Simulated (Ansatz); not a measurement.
# CdC2 (built on the sites of a database entry of MgC2): following an unstable mode, part 3 of 3

Aim: this structure of CdC2 (built on the sites of a database entry of MgC2) is to be tested for unstable modes, and one is followed downhill.

Ansatz 0.2.0; DFT PBE, scalar-relativistic, plane waves, norm-conserving pseudopotentials.

So far. Step 5 (Energy along the mode, all amplitudes (two of the runs …): The lowest of the steps tried is at 0.22 Å, 1.35 meV/atom below the parent; the bottom of the well need not coincide with a step. Step 7 (The new phase in its own primitive cell): The largest force component left is 0.13 meV/Å and the pressure is -0.001 GPa, within the tolerances set. The cell now holds 15.50 Å³/atom. The relaxed cell has a, b, c = 5.917, 5.586, 5.626 Å (conventional setting).

The structure was built from a prototype and need not be the compound's stable phase.

## (8) Modes of the new phase, k-mesh 4×6×6

A relaxed structure may still be a saddle point, so its zone-centre modes are computed. The response to a homogeneous field gives the Born charges and the dielectric tensor.

Input file input.yaml:

```yaml
crystal:
  lattice:
    - [5.9172779579, 0.0, 0.0]
    - [0.0, 2.7931514496, 2.8132152488]
    - [0.0, -2.7931514496, 2.8132152488]
  atoms:
    - { symbol: Cd, position: [0.0, 0.5218956854, 0.5218956854] }
    - { symbol: Cd, position: [0.5, 0.9884757214, 0.9884757214] }
    - { symbol: C, position: [0.0, 0.8557746191, 0.0801454211] }
    - { symbol: C, position: [0.5, 0.5991270858, 0.5991270858] }
    - { symbol: C, position: [0.0, 0.0801454211, 0.8557746191] }
    - { symbol: C, position: [0.5, 0.3766345179, 0.3766345179] }
kpoints:
  mp_grid: { grid: [4, 6, 6] }
hamiltonian:
  xc: pbe
  pseudopotentials: { kind: nc }
scf:
  occupations: { method: fixed }
output:
  eigenvalues: true
phonons:
  method: dfpt
  dielectric: true
  rigid_motions: translations
```

The run is started by

```sh
$ ansatz run input.yaml --threads 8 --pin off --max-ram 14336MiB --backend cpu --events-out ev --progress --plain --runs-dir out
```

Numbers of over 12 decimals in the logs are rounded to 6 here.

What it wrote:

```text
[...]
Crystal: 6 atoms, lattice volume = 92.993 Å³
Basis set: ecut = 1115.666836 eV, 7825 PW (Γ), exchange–correlation on 144×90×90 points (8 copies of the dense FFT grid, shifted against one another)
Bands: 34, of which v1, the nominal top of the filled ones, is band 28 counted from 1 (27 counted from 0)
Symmetry: 4 space group operations
k-points: 76 of 144 (irreducible under 1 space group operation, time reversal used)
[...]
SCF iter   1: F=—  HF=-10187.772343 eV  |F-HF|=—  |Δ(HF+E_count)|=         —  Δρ=9.83e-2  dr2=9.32e0  ethr=3.10e-3  ⟨swp⟩=5.0  Hψ=10097  notcnv=0  defer=274
[...]
SCF iter  11: F=-10184.466273 eV  HF=-10184.466273 eV  |F-HF|=1.64e-11  |Δ(HF+E_count)|=  6.48e-10  Δρ=1.88e-7  dr2=3.94e-11  ethr=1.00e-12  ⟨swp⟩=19.4  Hψ=22519  notcnv=0
SCF 1 converged in 11 iterations: F = -10184.466273 eV  dr2 = 3.94e-11
NSCF: frozen V_eff on 2 k-points
DFPT response loops at Γ: preconditioner auto → Resta (q_TF=auto, 2.507 Å⁻¹)  ε∞=4.3 (no band partly filled); β = 1.00, the filter's whole step (`scf.mixing.beta` (0.50) is not read by the response loops at its default; to damp them type it under 1.00, their step now; it binds the ground state too); Broyden in place of MSR1
── the response to a field inside a basis, on 4×6×6 k-points: an SCF that follows is theirs, and a resumed run solves both again ──
Bands: 29, of which v1, the nominal top of the filled ones, is band 28 counted from 1 (27 counted from 0)
k-points: 24 of 144 (time reversal used)
[...]
Eigensolver: Dense (24 Hₖ)
SCF iter   1: F=—  HF=-10184.402104 eV  |F-HF|=—  |Δ(HF+E_count)|=         —  Δρ=4.82e-4  dr2=2.29e-5  ethr=1.00e-1
[...]
SCF iter   4: F=-10184.402164 eV  HF=-10184.402164 eV  |F-HF|=5.11e-9  |Δ(HF+E_count)|=   9.72e-8  Δρ=4.94e-6  dr2=9.82e-9  ethr=2.67e-10
SCF 1 converged in 4 iterations: F = -10184.402164 eV  dr2 = 9.82e-9
[...]
SCF converged after 11 iterations
Free energy (F): -10184.466273 eV
[...]
Internal energy: -10184.466273 eV  (E = F + TS)
E sigma→0 (E₀):  -10184.466273 eV
Fermi energy:    7.037582 eV
[...]
--- Band table (eV; the first three rows and the last of 76) ---
  k-point 0: bands = [... 24 lower, 4.5562, 5.8066, 5.9210, 5.9788, 10.6484, 11.8240, 12.9383, 13.0168, ... 2 higher]
  k-point 1: bands = [... 24 lower, 4.6510, 5.9300, 6.0078, 6.0738, 10.9132, 11.8741, 12.4368, 12.6412, ... 2 higher]
  k-point 2: bands = [... 24 lower, 4.9877, 5.6793, 6.1092, 6.2546, 11.2884, 11.6982, 11.7700, 12.0027, ... 2 higher]
  k-point 75: bands = [... 24 lower, 4.1939, 4.3568, 6.7045, 6.7660, 11.8556, 11.8671, 11.9165, 12.0983, ... 2 higher]
--- Phonons (Γ-DFPT): 15 representative perturbations + reference, on 76 of 144 k-points (Σ response iterations 51) ---
  k mesh reduced under 1 symmetry operation, with k and −k counted as one. Each operation leaves every solved perturbation unchanged. A smaller set is not considered because the run solves the response to a homogeneous field
  ASR residual: 6.283e-4 → 0.000e0 eV/Å²; symmetrization residual: 2.925e-6 eV/Å²
  ASR residual per site (eV/Å²): 2.07e-4 6.28e-4 7.45e-5 5.87e-5 7.45e-5 1.22e-4
[...]
ε∞ (high-frequency dielectric tensor):
        4.174615     0.000000     0.000000
        0.000000     5.135132     0.000000
        0.000000     0.000000     5.060972
  softest optical mode at Γ: -76.65 cm⁻¹; the repairs (sum rule, projections) moved no ω² at Γ by more than (1.99 cm⁻¹)²
  Born effective charges Z* (e; rows j = field, columns β = displacement):
    site 0:
         2.30186    0.00000   -0.00000
         0.00000    2.14380    0.00000
        -0.00000   -0.00000    2.35056
    site 1:
         2.32173    0.00000   -0.00000
         0.00000    2.62432    0.00000
        -0.00000   -0.00000    2.17810
    site 2:
        -1.15741   -0.00000    0.00000
         0.00000   -1.02631   -0.05045
         0.00000   -0.29672   -1.21978
    site 3:
        -1.21520    0.00000   -0.00000
         0.00000   -1.35928    0.00000
        -0.00000   -0.00000   -1.05348
    site 4:
        -1.15741   -0.00000   -0.00000
         0.00000   -1.02631    0.05045
        -0.00000    0.29672   -1.21978
    site 5:
        -1.09358    0.00000   -0.00000
         0.00000   -1.35622    0.00000
        -0.00000   -0.00000   -1.03563
  Z* charge neutrality: 5.854e-3 e pre-enforcement
  solved inside a basis spanned on kpoints, on 4×6×6 k-points, its susceptibility summed on 6×10×10: ε∞ is read to err by 1.7e-2, Z* by 2.5e-2 e (field_mesh: kpoints solves on kpoints); Z* is corrected for what the basis lacks
  optical modes at Γ without the LO–TO term, one row a degenerate level:
      ω (cm⁻¹)  modes    IR ((D/Å)²/amu)
        -76.65      1             7.9786
        -61.26      1            12.4656
         45.67      1             0.0079
         51.97      1             0.1200
         61.37      1             0.7905
        140.34      1             7.0653
        255.64      1             0.0000
        256.50      1             0.0000
        287.50      1             0.0000
        366.56      1             0.9414
        375.45      1             0.2280
        443.67      1             4.8672
        452.06      1             3.5564
       1928.36      1             0.2991
       1940.46      1             0.0019
  optical modes at Γ + LO–TO along q̂ = [1.0000, 0.0000, 0.0000]:
      ω (cm⁻¹)  modes    IR ((D/Å)²/amu)
        -76.65      1             7.9786
         45.62      1             0.0001
         51.97      1             0.1200
         61.37      1             0.7905
[...]
optical modes at Γ + LO–TO along q̂ = [0.0000, 1.0000, 0.0000]:
      ω (cm⁻¹)  modes    IR ((D/Å)²/amu)
[...]
optical modes at Γ + LO–TO along q̂ = [0.0000, 0.0000, 1.0000]:
      ω (cm⁻¹)  modes    IR ((D/Å)²/amu)
[...]
53.68      1             0.0131
         61.37      1             0.7905
        218.79      1             5.3052
        255.64      1             0.0000
        256.50      1             0.0000
        287.50      1             0.0000
        366.56      1             0.9414
        375.45      1             0.2280
        452.06      1             3.5564
        472.32      1             6.7250
       1928.71      1             0.3082
       1940.46      1             0.0020
```

Wall time 1.9 min (8 threads of Intel Xeon 6975P-C (Granite Rapids), shared host); peak memory 4.1 GiB.

This step gave:

| Property | Result |
| --- | --- |
| sum-rule residual before enforcement | 6.28e-4 eV/Å² |
| miss of the charge sum rule | 0.005854 e |
| estimated error of the dielectric tensor | 0.01718 |
| estimated error of the Born charges | 0.02473 e |
| point group | mm2 |
| highest optical mode at the zone centre (no LO-TO term) | 1940 cm⁻¹ |
| lowest optical zone-centre mode | -76.65 cm⁻¹ |
| mean high-frequency dielectric constant | 4.790 |
| largest Born charge (third of the trace) | 2.375 e |
| top of the zone-centre spectrum with the field | 1940 cm⁻¹ |

Without the LO-TO term. Patterns of degenerate modes are one choice out of their space. The modes at Γ (shares of kinetic energy by element, %) (negative means imaginary):

```
mode  frequency (cm⁻¹)  symmetry  Cd %  C %
   1             -76.7        B2    36   64
   2             -61.3        B1    18   82
   3               0.0  acoustic    82   18
   4               0.0  acoustic    82   18
   5               0.0  acoustic    82   18
   6              45.7        B1    98    2
   7              52.0        A1    90   10
   8              61.4        B2    64   36
   9             140.3        A1    11   89
  10             255.6        B1     0  100
  11             256.5        A2     0  100
  12             287.5        B1     2   98
  13             366.6        B2     3   97
  14             375.4        B2     1   99
  15             443.7        A1    17   83
  16             452.1        B2    13   87
  17            1928.4        A1     0  100
  18            1940.5        A1     0  100
```

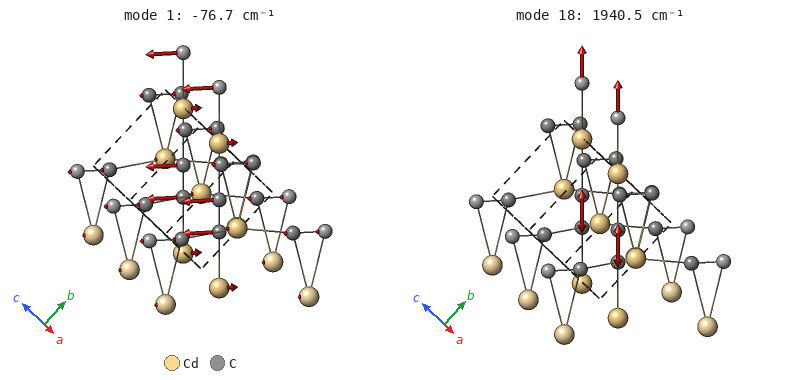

Displacement patterns of modes 1 and 18 at Γ; arrows are exaggerated. 2×1×1 cells are drawn. Some periodic images of atoms are drawn too.

Optical modes at the zone centre, without and with the macroscopic field of the longitudinal modes; each column is sorted by frequency, so a row need not hold one and the same mode. Modes with and without the field, by row:

```
rank among optical modes  no field (cm⁻¹)  q along (1, 0, 0) (cm⁻¹)  q along (0, 1, 0) (cm⁻¹)  q along (0, 0, 1) (cm⁻¹)
                       1            -76.7                     -76.7                     -61.3                     -76.7
                       2            -61.3                      45.6                      45.7                     -61.3
                       3             45.7                        52                      51.2                      45.7
                       4               52                      61.4                        52                      53.7
                       5             61.4                     140.3                     140.3                      61.4
                       6            140.3                     254.5                     172.1                     218.8
                       7            255.6                     255.7                     255.6                     255.6
                       8            256.5                     256.5                     256.5                     256.5
                       9            287.5                     287.5                     287.5                     287.5
                      10            366.6                     366.6                       371                     366.6
                      11            375.4                     375.4                     378.1                     375.4
                      12            443.7                     443.7                     443.7                     452.1
                      13            452.1                     452.1                     474.3                     472.3
                      14             1928                      1928                      1928                      1929
                      15             1940                      1940                      1940                      1940
```

Born charge (rows field, columns displacement) (e), principal values of the symmetric part by kind of site:

```
atom  atoms with these values    low  middle   high   mean
 Cd1                        1   2.14    2.30   2.35   2.27
 Cd2                        1   2.18    2.32   2.62   2.37
  C3                        2  -1.32   -1.16  -0.92  -1.13
  C4                        1  -1.36   -1.22  -1.05  -1.21
  C6                        1  -1.36   -1.09  -1.04  -1.16
```

In full for C6:

```
-1.09  0.00  0.00
 0.00 -1.36  0.00
 0.00  0.00 -1.04
```

High-frequency dielectric tensor:

```
4.17 0.00 0.00
0.00 5.14 0.00
0.00 0.00 5.06
```

Transverse modes; imaginary modes are left out. Lines of the infrared spectrum (strongest = 100):

```
position (cm⁻¹)  lines merged  relative intensity
             46             1                 0.1
             52             1                 1.7
             61             1                  11
            140             1                 100
            256             2                 0.0
            288             1                 0.0
            367             1                  13
            376             1                 3.2
            444             1                  69
            452             1                  50
           1928             1                 4.2
           1940             1                 0.0
```

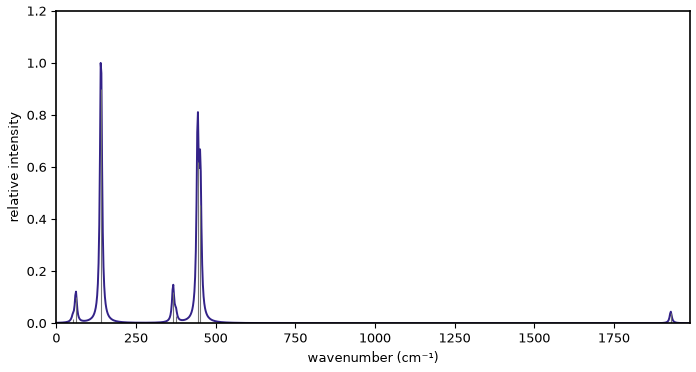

The infrared spectrum, broadened with Lorentzians of width 8 cm⁻¹; bars mark the lines.

Before it was imposed, the acoustic sum rule was missed by 6.3e-4 eV/Å² and the charge sum rule by 0.0059 e. Small misses are needed for a sound result but don't prove that mesh and cutoff are converged. The lowest optical mode is imaginary, 76.7i cm⁻¹, so the energy falls along it.

## (9) Outcome

```
unstable mode of the parent                                                      : q = (0, 0, 0), 80i cm⁻¹
depth at the lowest point sampled                                                : 1.35 meV/atom
largest atomic shift at that point                                               : 0.22 Å
space group reached (within 0.01 Å)                                              : Amm2
energy gained over the parent (first relaxation, on the mesh of the frozen mode) : 2.12 meV/atom
volume per atom, phase reached                                                   : 15.5 Å³
gap on the k-mesh, phase reached                                                 : 3.23 eV
lowest optical zone-centre mode, phase reached                                   : -76.7 cm⁻¹
highest optical mode at the zone centre (no LO-TO term), phase reached           : 1940 cm⁻¹
```

Along this mode the structure falls into Amm2, 2.12 meV/atom below the parent. At the parent's cell the well is 1.349 meV/atom deep on the steps tried, with its lowest point at a shift of 0.22 Å. Relaxing atoms and cell changes the gain by +0.77 meV/atom against the lowest step (energies at zero smearing). The new phase still has an imaginary mode at the zone centre of its cell, so it is a saddle point on the way to a lower structure. Of the 4 patterns followed to their end from this parent, this one ends 1.82 meV/atom above the lowest, Pmn2_1. Each path keeps the symmetry of its pattern, so a lower phase may lie along a pattern not tried. The q mesh stands for a supercell only 7.9 Å across, so branches between the solved wavevectors are rough. The program warns that the interpolation holds no quadrupole term, so branches close to Γ can be off in this crystal. The starting cell was built on a prototype and not taken from a measurement, so the phase need not exist.

[Logs are printed without paths, hosts, clocks, repeated set-up lines and the standing remarks that a program may print on its own settings, such as how far it seeks lower states.]

[Hosts, paths, dates, database ids (printed as entryN), source tags and the programs' standing remarks are cut or masked in the printed files.]
